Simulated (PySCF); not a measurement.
System: C₂H₈O₂Si (Si(OH)2Me2), SMILES C[Si](C)(O)O.

Simulated rotational absorption lines between 6 and 18 GHz at 3 K: rigid rotor with the equilibrium constants and dipole of one optimised conformer (PBE0-D3(BJ)/def2-SVP, PySCF), commonest isotopes; no centrifugal distortion, hyperfine structure, internal rotation or nuclear-spin weights; lines within 1 MHz of each other are summed.

What are the rotational constants, and what kind of rotor is it?

Rotational constants A, B, C = 3.680, 3.366, 3.310 GHz; Ray's κ = −0.70, an asymmetric top on the prolate side.

Assign the strongest lines, as J(Ka,Kc).

| GHz | upper | lower | type | relative intensity |
| --- | --- | --- | --- | --- |
| 14.35 | 2(2,1) | 1(1,0) | b | 1.00 |
| 14.41 | 2(2,0) | 1(1,1) | b | 0.92 |
| 13.61 | 2(1,2) | 1(0,1) | b | 0.91 |
| 13.03 | 2(0,2) | 1(1,1) | b | 0.35 |

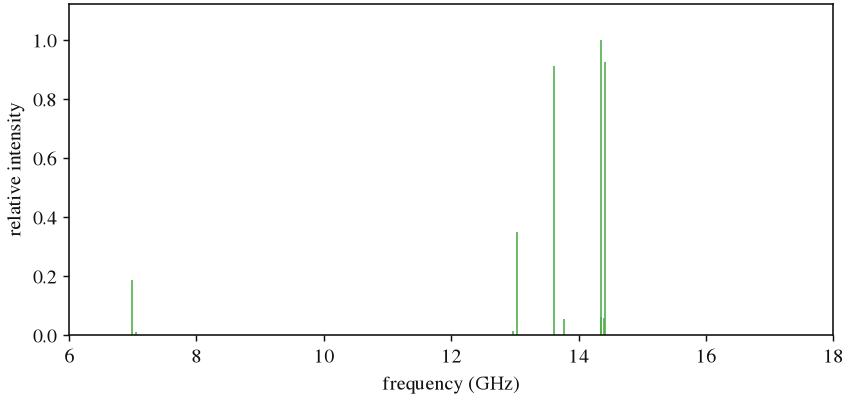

Note: coarse grid, loose stop and no frequency check, small forces are noise and the end may be a saddle.
